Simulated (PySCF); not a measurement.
NMR shielding calculation of C4H10BCl2NSi

C4H10BCl2NSi, SMILES [SiH3]N1CC[C@@H](B(Cl)Cl)C1, computed with GIAO PBE0/pcSseg-1 NMR shielding, non-relativistic, gas phase (PySCF 2.14.0).

The geometry comes from this level: GFN2-xTB. It belongs to a series of runs on one base structure; here: H on C replaced by BCl2. Figures and captions count atoms from 1; the log counts them from 0 in places.

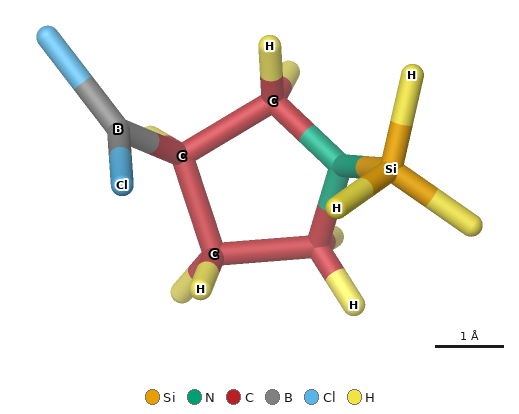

Figure 1. The input geometry (stick view, seen at a tilt).

Input:
```
{"job": {"kind": "nmr", "xc": "PBE0", "basis": "pcSseg-1"}, "charge": 0, "multiplicity": 1}
Si     1.898743     1.160114    -0.712989
N      1.054925    -0.311517    -0.408475
C      0.968443    -0.887045     0.913084
C     -0.444714    -0.528138     1.390511
C     -1.288705    -0.549003     0.097466
B     -2.204310     0.715769    -0.176996
Cl    -1.820687     2.273011     0.433579
Cl    -3.577976     0.568580    -1.207955
C     -0.191922    -0.644173    -1.032130
H      1.862632     1.299534    -2.167727
H      1.358052     2.375018    -0.086378
H      3.243650     0.910507    -0.195500
H      1.073800    -1.976976     0.837718
H      1.749128    -0.502289     1.564878
H     -0.821422    -1.226764     2.134681
H     -0.436853     0.471381     1.825508
H     -1.879303    -1.467120     0.058369
H     -0.157312    -1.678378    -1.393827
H     -0.395974     0.006743    -1.881278
```

The first line tells a small driver script what to run in PySCF; the rest is the geometry in Å.

Run as:
```bash
OMP_NUM_THREADS=1 python <driver script> task.json out
```

Output:
```
coarse grid: 17568 points
cycle   1  E = -1447.1418173348  dE =  1.163e+00  |g| = 4.098e-01  |ddm| = 4.003e+00
cycle   2  E = -1447.1217295615  dE =  2.009e-02  |g| = 5.205e-01  |ddm| = 9.140e-01
cycle   3  E = -1447.1841391991  dE = -6.241e-02  |g| = 8.186e-02  |ddm| = 5.696e-01
cycle   4  E = -1447.1854188918  dE = -1.280e-03  |g| = 2.989e-02  |ddm| = 1.024e-01
cycle   5  E = -1447.1855975449  dE = -1.787e-04  |g| = 8.692e-03  |ddm| = 3.361e-02
cycle   6  E = -1447.1856141760  dE = -1.663e-05  |g| = 1.834e-03  |ddm| = 9.789e-03
cycle   7  E = -1447.1856148584  dE = -6.824e-07  |g| = 4.890e-04  |ddm| = 1.969e-03
final grid: 156176 points
cycle   8  E = -1447.2329095288  dE = -4.558e-05  |g| = 8.108e-03  |ddm| = 2.970e-02
cycle   9  E = -1447.2328976878  dE =  1.184e-05  |g| = 1.047e-02  |ddm| = 1.766e-02
cycle  10  E = -1447.2329245636  dE = -2.688e-05  |g| = 1.208e-03  |ddm| = 1.088e-02
cycle  11  E = -1447.2329248068  dE = -2.432e-07  |g| = 3.599e-04  |ddm| = 1.380e-03
cycle  12  E = -1447.2329248328  dE = -2.608e-08  |g| = 7.341e-05  |ddm| = 3.471e-04
cycle  13  E = -1447.2329248339  dE = -1.085e-09  |g| = 2.117e-05  |ddm| = 9.412e-05
cycle  14  E = -1447.2329248340  dE = -9.595e-11  |g| = 6.689e-06  |ddm| = 2.578e-05
```

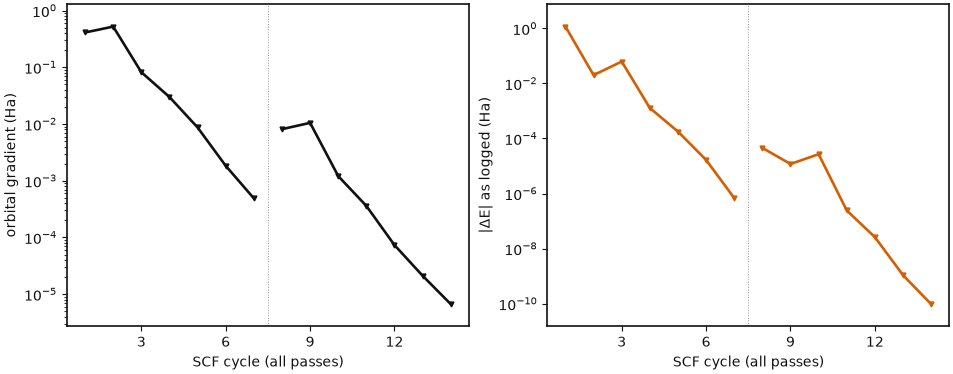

Figure 2. Convergence of the self-consistent field: orbital gradient and size of the energy change against the SCF cycle. The dotted line marks the change from a coarse to the final integration grid. The first 7 cycles use a coarse grid, the final grid takes over at cycle 8, and the field converges after 14 cycles in all.

```
converged SCF energy = -1447.2329248340

GIAO shielding tensors (ppm)
atom      isotropic    diamagn.    paramagn.     s11        s22        s33       span
  0 Si     398.540     880.805    -482.266    348.347    369.610    477.662    129.314
  1 N      222.318     328.532    -106.214    170.785    244.881    251.290     80.505
  2 C      131.415     245.773    -114.358     94.773    133.524    165.948     71.175
  3 C      151.982     247.804     -95.822    125.277    161.825    168.846     43.569
  4 C      143.809     253.428    -109.619    115.077    151.544    164.805     49.728
  5 B       35.923     190.554    -154.631    -12.980     36.049     84.700     97.680
  6 Cl     686.578    1148.274    -461.695    398.882    711.135    949.719    550.837
  7 Cl     673.938    1146.772    -472.835    400.106    740.643    881.064    480.957
  8 C      129.747     246.065    -116.318     86.950    130.161    172.129     85.178
  9 H       27.183      29.877      -2.694     23.758     25.194     32.598      8.840
 10 H       26.738      30.063      -3.325     21.439     27.370     31.406      9.968
 11 H       27.083      29.579      -2.496     23.017     25.017     33.215     10.198
 12 H       28.820      29.962      -1.142     22.903     26.835     36.721     13.818
 13 H       28.395      30.760      -2.365     23.810     26.798     34.576     10.766
 14 H       29.869      30.152      -0.283     24.966     27.305     37.335     12.368
 15 H       29.612      31.149      -1.537     24.796     29.324     34.715      9.919
 16 H       29.602      32.130      -2.528     25.057     28.290     35.460     10.403
 17 H       28.357      30.383      -2.026     21.573     27.647     35.850     14.276
 18 H       28.609      31.732      -3.123     24.175     29.353     32.300      8.125
```

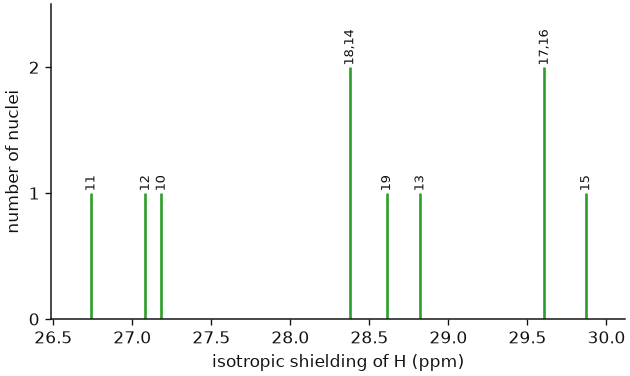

Figure 3. Isotropic shieldings of the hydrogen nuclei in this fixed geometry, labelled by atom number; shielding grows to the right, so chemical shift grows to the left. The least shielded is H11 (26.7 ppm), the most shielded H15 (29.9 ppm).

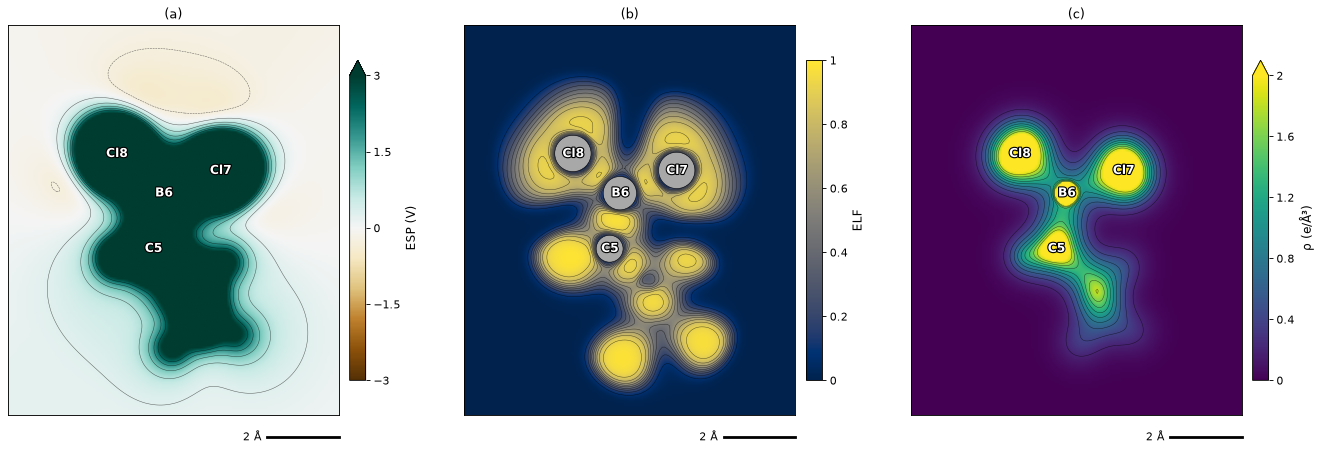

Figure 4. (a) molecular electrostatic potential; (b) ELF; (c) total electron density on the plane of atoms Cl7, B6 and Cl8. Grey discs, where drawn, cover atomic cores. Atoms in the plane: C, B and Cl.

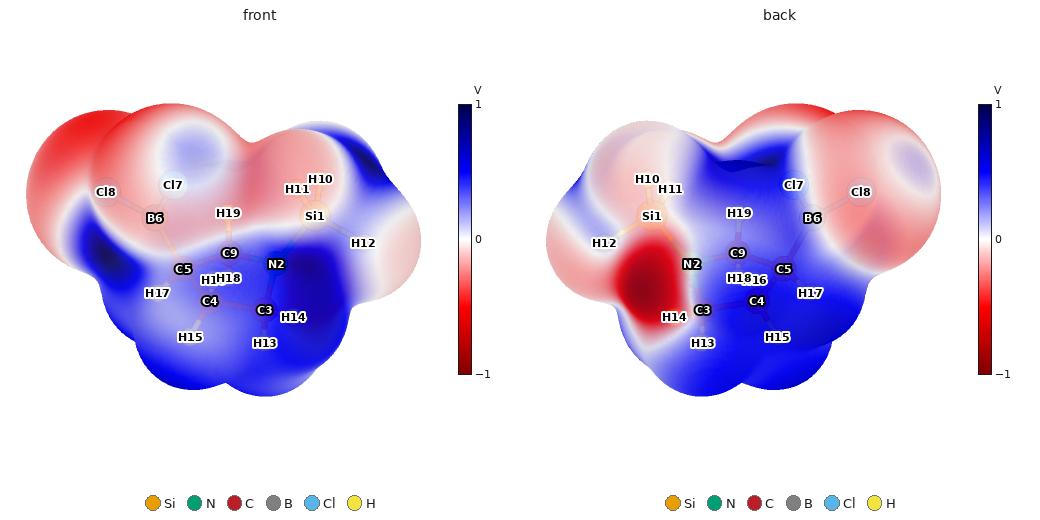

Figure 5. The molecular electrostatic potential painted on the density surface at 0.001 e/bohr³, seen at a tilt and from behind; red is negative and blue positive. Its dipole moment is 1.49 D.

Key numbers:

| quantity | value |
| --- | --- |
| outcome | converged |
| total energy | −1447.232925 hartree |
| HOMO | −6.62 eV |
| LUMO | −1.24 eV |
| dipole moment | 1.49 D |
| isotropic shielding, Si | 398.5 ppm |
| isotropic shielding, N | 222.3 ppm |
| isotropic shielding, C | 129.7 to 152.0 ppm |
| isotropic shielding, B | 35.9 ppm |
| isotropic shielding, Cl | 673.9 to 686.6 ppm |
| hardware | 1 CPU thread, shared host |
| wall time | 100 s |
| peak memory | 0.99 GiB |
